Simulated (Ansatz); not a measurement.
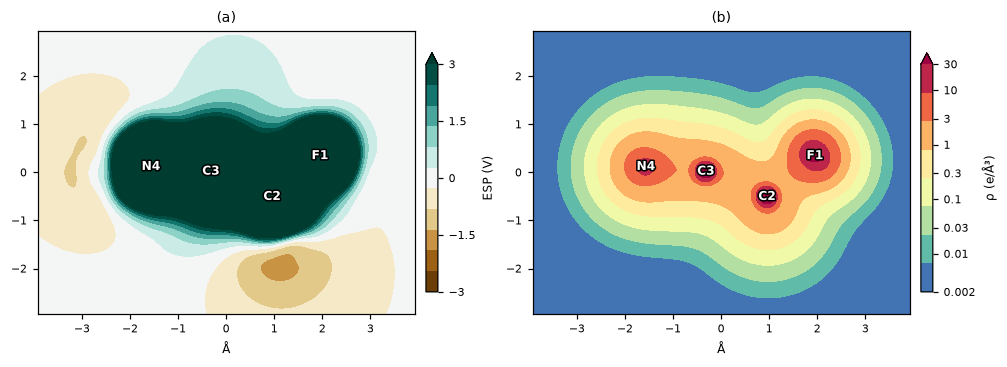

*C₃H₂FN. (a) molecular electrostatic potential; (b) total electron density on the plane of atoms F1, C2 and C3.*

Geometry: PBE0-D4/def2-TZVP.

Level of theory: Ansatz 0.2.0, RKS PBE0-D4/def2-TZVPP.

```xyz
7

F    -2.4254   -0.0872   -0.0387
C    -1.3548   -0.6591    0.4430
C    -0.2087   -0.5736   -0.3142
N     0.9420   -0.8264   -0.7694
C     0.9017    0.3883    0.0425
H     0.8823    1.3558   -0.4510
H     1.3243    0.3342    1.0422
```

### Interpret the plot.

The section cuts through F, C and N sites. C–N (1.26 Å): ρ is about 2.8 e/Å³ halfway. C–F (1.31 Å): the density is about 2.5 e/Å³ at the midpoint. C–C (1.38 Å): ρ is about 2.1 e/Å³ halfway. Outside the dense part of the molecule the potential is most negative (−1.5 V) near C2.
